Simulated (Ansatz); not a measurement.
In doubt: masses and optical values from hybrid runs of this build are listed as unsure (in some of the runs), which bears on the screening that GW takes from such a start.

The crystal is SnO2 (Cassiterite).

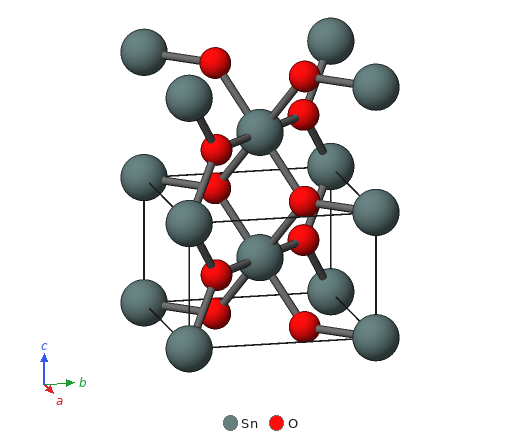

The structure (tin teal, oxygen red). 1×1×2 cells are drawn. Some periodic images of atoms are drawn too.

The structure is tetragonal, space group P4_2/mnm (No. 136). The conventional cell has a = 4.738 Å, b = 4.738 Å, c = 3.187 Å, α = 90.00°, β = 90.00°, γ = 90.00°. Nearest to Sn lie 6 O at 2.05 to 2.06 Å. Nearest to O lie 3 Sn at 2.05 to 2.06 Å. Farther neighbours and most contacts between anions are not listed.

```
Sn O
1.0
     4.73800    0.00000    0.00000
     0.00000    4.73800    0.00000
     0.00000    0.00000    3.18650
Sn O
2 4
Cartesian
  0.0000 0.0000 0.0000
  2.3690 2.3690 1.5933
  1.4550 1.4550 0.0000
  0.9140 3.8240 1.5933
  3.2830 3.2830 0.0000
  3.8240 0.9140 1.5933
```

The cell and positions come from the Crystallography Open Database and are kept as given unless a step says otherwise. PAW set soft_2, made with PBE.

Gaps computed with Ansatz 0.2.0 without a self-energy: HSE06 3.04 eV, r2SCAN 1.96 eV and PBE0 3.76 eV.

Estimate the G0W0@HSE06 gap with 4×4×4 mesh, 459 empty bands, screening to 200 eV, default PAW files.

About 3.74 eV: on its mesh the run moves the gap from 3.04 eV by +0.70 eV. Among the scalar-relativistic levels given, PBE0 is nearest (+0.02 eV). Bands and cutoff are finite, so the gap is not at the basis limit. The miss can reach some tenths of an eV and take either sign; the mesh is an error of its own. The 4×4×4 mesh is coarse for this cell (its supercell is 13 Å along the shortest edge). The RPA ε∞ on it, from the HSE06 start, is 3.34 and 3.71; such meshes misread the long-range screening, most where the gap is narrow. The many-body steps are scalar-relativistic: spin-orbit coupling is not in them.

[Paths, hosts, dates, memory and timing lines, banners, echoed tables and standing remarks are left out of the program output.]

[Logs are printed without paths, hosts, clocks, repeated set-up lines and the standing remarks that a program may print on its own settings, such as how far it seeks lower states.]

[Runs of the session that timed out or met a known fault of the program may be left out.]

[Cells called generated may have been cut or substituted from an entry of the Crystallography Open Database or the Materials Project.]

[Hosts, paths, dates, database ids (printed as entryN), source tags and the programs' standing remarks are cut or masked in the printed files.]
